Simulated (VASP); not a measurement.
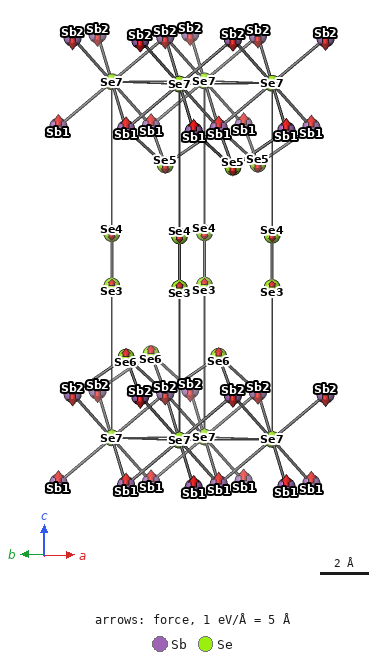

Starting geometry of crystalline Sb₂Se₅ (a generated structure, set up in P-3m1) with the computed forces as red arrows. A ball-and-stick model of the cell of the calculation, seen from a free direction.

The run lets cell and atoms move.

Method: Kohn-Sham DFT of a periodic cell, PBE, VASP PAW PBE potentials, recommended in VASP.

Input
```
SYSTEM = Sb2Se5
PREC = Accurate
ENCUT = 520
EDIFF = 1E-6
ISMEAR = 0
SIGMA = 0.1
LREAL = .FALSE.
LASPH = .TRUE.
NELM = 120
ALGO = Normal
ISIF = 3
LWAVE = .FALSE.
LCHARG = .FALSE.
GGA = PE
IBRION = 2
NSW = 90
EDIFFG = -0.01
KPAR = 4
```

Run as
```bash
cat potpaw_PBE.64/Sb/POTCAR potpaw_PBE.64/Se/POTCAR > POTCAR
mpirun -np 4 vasp_std > vasp.out
```

Question: What follows when this structure is relaxed?

Answer: It isn't relaxed: the largest force vector, on Sb atoms, is 0.11 eV/Å. The final displacements have little in common with the starting forces (cosine between the two patterns 0.10). The largest moves relative to the cell, 0.12 Å, are those of Se5 and Se6. Se6 goes along −c. Largest moves by element: Se 0.12 Å, Sb 0.07 Å. Cell: a = b 4.028 → 3.974 Å (−1.3 %), c 14.975 → 15.744 Å (+5.1 %). Volume +2.4 %. Near-neighbour distances that change, for instance: Sb1–Se7 3.009 → 3.000 Å, Sb1–Se5 2.805 → 2.798 Å, Se3–Se4 2.197 → 2.191 Å. The space group stays P-3m1 (No. 164). Over 29 geometry steps the energy falls by 4.5 meV per atom. The largest force component goes from 0.11 to 0.0099 eV/Å. The pressure goes from −0.17 to 0.02 GPa.

Limits of the set-up: layers or molecules are held without a dispersion correction, so their spacing is unreliable.
